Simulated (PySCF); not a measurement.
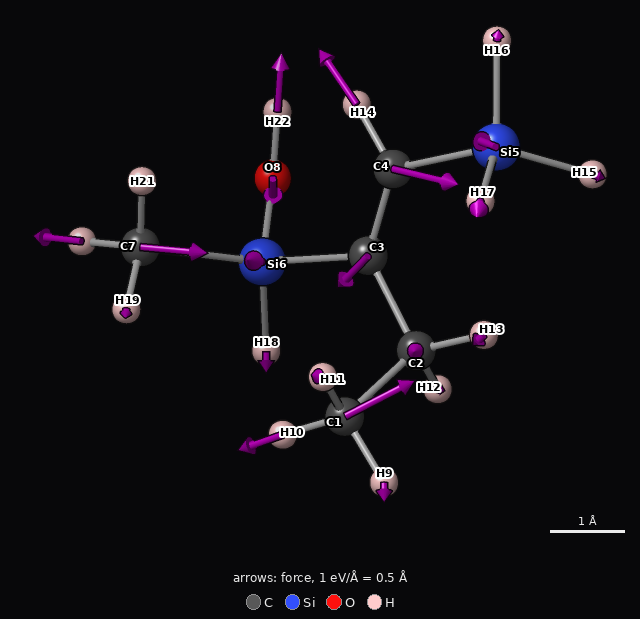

Starting geometry of C5H14OSi2 with the computed forces as purple arrows. A ball-and-stick model, seen at a tilt.

The start comes from GFN2-xTB. Its atoms were then displaced at random by about 0.01 Å.

These are results of PBE0-D3(BJ)/def2-SVP geometry optimisation, gas phase (PySCF 2.14.0, density-fitted response routines), not measurements. 

### What follows when this structure is relaxed?

It isn't relaxed: the largest force vector, on a C atom, is 2.38 eV/Å. The final displacements have little in common with the starting forces (cosine between the two patterns 0.26). Over 8 geometry steps the energy falls by 7.37 kcal/mol. The largest move after the best rigid fit is that of an H atom, 0.20 Å. By element the largest moves are H 0.20 Å, O 0.13 Å, C 0.08 Å, Si 0.07 Å. Among the contacts that change: C–H 1.050 → 1.101 Å, H–Si 1.448 → 1.497 Å, C–Si 1.912 → 1.874 Å, O–Si 1.639 → 1.671 Å. Among the angles between lasting bonds that change: O–Si–H 99.9° → 105.1°, Si–O–H 120.8° → 117.1°, H–C–H 110.6° → 107.3°. Cost: 6.1 min on 1 thread of Intel(R) Xeon(R) Processor @ 2.50GHz, on a shared host.
